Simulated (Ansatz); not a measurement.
# SiF₄: what the fields show

Input

```
crystal:
  periodic: [false, false, false]
  atoms:
    - {symbol: F, position_ang: [1.546872, -0.177283, -1.888694]}
    - {symbol: Si, position_ang: [0.000674, -0.060191, -2.060339]}
    - {symbol: F, position_ang: [-0.427387, 1.439223, -2.097788]}
    - {symbol: F, position_ang: [-0.712822, -0.779148, -0.863398]}
    - {symbol: F, position_ang: [-0.428902, -0.756628, -3.390161]}
basis:
  gaussian: {orbitals: "def2-TZVPPD.json"}
hamiltonian: {xc: pbe0, dispersion: d4}
output: {orbitals: {seedname: orbitals}}
```

Run with:

```sh
ansatz run in.yaml --threads 4 --pin off --events-out ev --progress --plain --max-ram 63488MiB --backend cpu
```

Geometry: PBE0-D4/def2-TZVP.

Computed with RKS PBE0-D4/def2-TZVPPD in Ansatz.

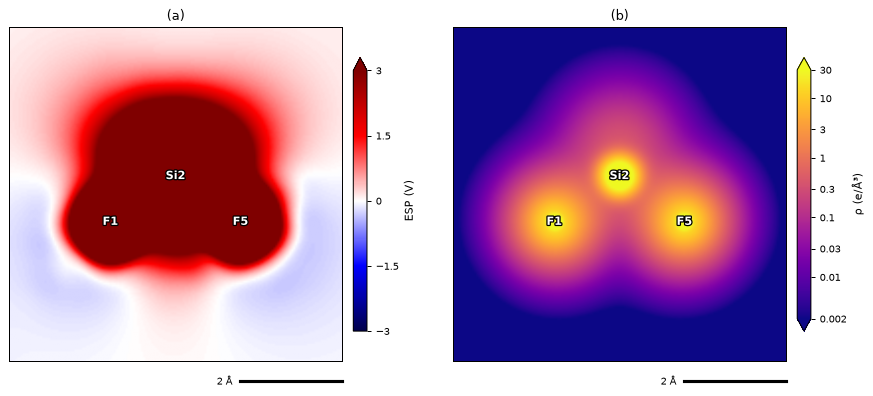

Figure 1. (a) electrostatic potential; (b) total electron density on the plane of atoms F1, Si2 and F5.

Q: What does the map show?

A: The section cuts through F and Si sites.
Si–F (1.56 Å): ρ at the midpoint is about 1.3 e/Å³.
Outside the dense part of the molecule the potential is most negative (−0.3 V) near F1 and F5.

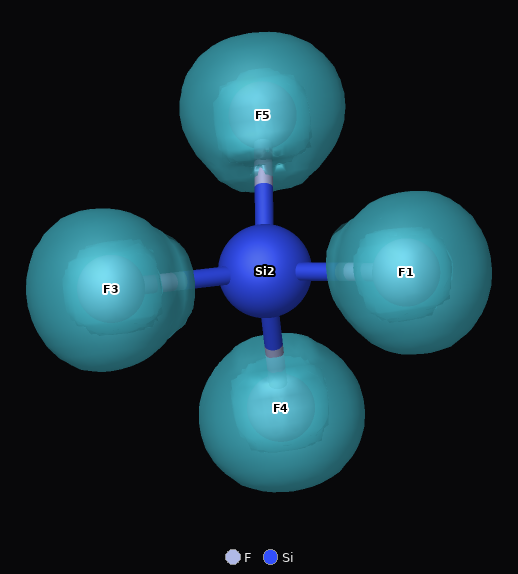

Figure 2. Isosurface of the ELF at 0.8 (cyan), seen from one side. Only the valence region is drawn (cores and ρ < 0.01 e/Å³ removed).

Q: What do the ELF domains correspond to?

A: The ELF exceeds this value in four regions wrapped around F (its lone pairs, merged into a ring or cap). Along the contacts the grid gives the following. Si–F (1.56 Å): the ELF peaks at about 0.85 in the valence shell of F, 0.5 Å from its nucleus, and is about 0.45 at the midpoint.

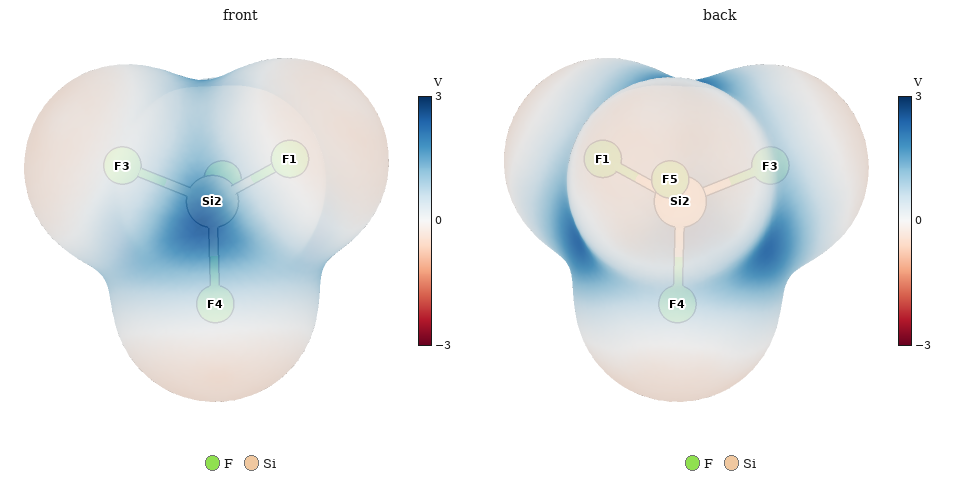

Figure 3. The electrostatic potential painted on the density surface at 0.002 e/bohr³, seen from the front and from behind; red is negative and blue positive.

Q: Where is the surface potential most negative and most positive?

A: The most negative region (about −0.3 V) lies over F1, F3, F4 and F5, the most positive (about +2.4 V) over Si2.
